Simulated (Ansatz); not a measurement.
FHISi (charge +1)

The calculation's input:

```
crystal:
  periodic: [false, false, false]
  atoms:
    - {symbol: F, position_ang: [-1.261648, -0.293524, 0.942596]}
    - {symbol: Si, position_ang: [-0.139990, 0.071012, -0.056566]}
    - {symbol: I, position_ang: [1.998305, -0.681677, 0.290890]}
    - {symbol: H, position_ang: [-0.596667, 0.904189, -1.176921]}
basis:
  gaussian: {orbitals: def2-TZVPP}
total_charge: 1
hamiltonian: {xc: pbe0, dispersion: d4}
output: {orbitals: {seedname: orbitals}}
```

Run with:

```sh
ansatz run in.yaml --threads 2 --pin off --events-out ev --progress --plain --max-ram 4352MiB
```

Geometry: PBE0-D4/def2-TZVP; core potentials replace the inner electrons of I.

Method: RKS PBE0-D4/def2-TZVPP in Ansatz 0.2.0.

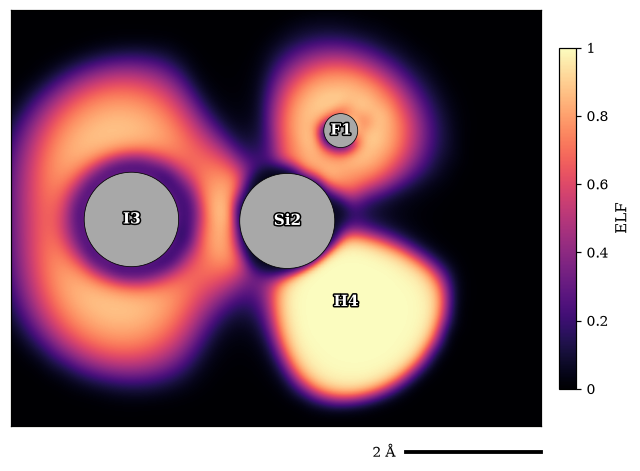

Figure 1. Electron localisation function on the molecular plane. Grey discs cover the atomic cores.

What does the map show?

Atoms in the plane: F, Si, I and H.
Si–F (1.55 Å): the ELF peaks at about 0.85 in the valence shell of F, 0.5 Å from its nucleus, and is about 0.50 at the midpoint.
Si–I (2.29 Å): the ELF peaks at about 0.85 between the atoms; localised, covalent bonding.
Si–H (1.47 Å): the ELF climbs to about 1 towards the hydrogen, as it does in any bond to H.
The ELF also peaks beside I3 and F1, away from the bonds: lone-pair regions.

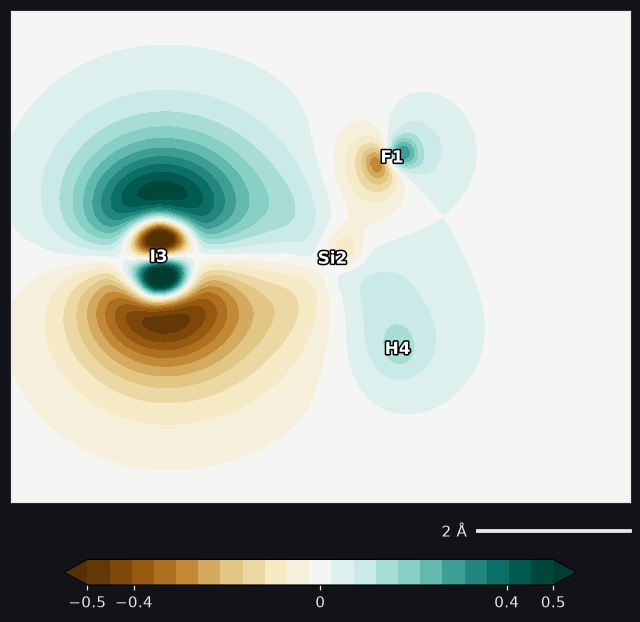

Figure 2. The HOMO on the molecular plane (values in Å⁻³ᐟ²; the overall sign is arbitrary).

Where does this orbital lie, and at what energy?

Its weight (Hirshfeld) is mainly on I3 (about 90 %); it is symmetric in the molecular plane (an in-plane orbital: σ, lone-pair or in-plane π type); largely a lone pair of I3. Its energy is −14.33 eV.

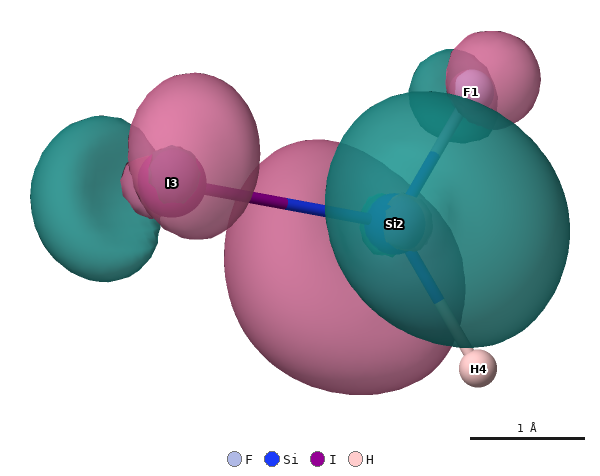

Figure 3. One frontier orbital at ±0.15 Å⁻³ᐟ² (teal and pink are the two phases), seen at a tilt.

Which orbital is it: HOMO or LUMO?

The LUMO, at −8.71 eV. By Hirshfeld shares it lies mainly on Si2 (about 65 %), I3 (about 25 %) and F1 (about 5 %); it changes sign across the molecular plane (π type); π-antibonding (a node) across Si2–I3.
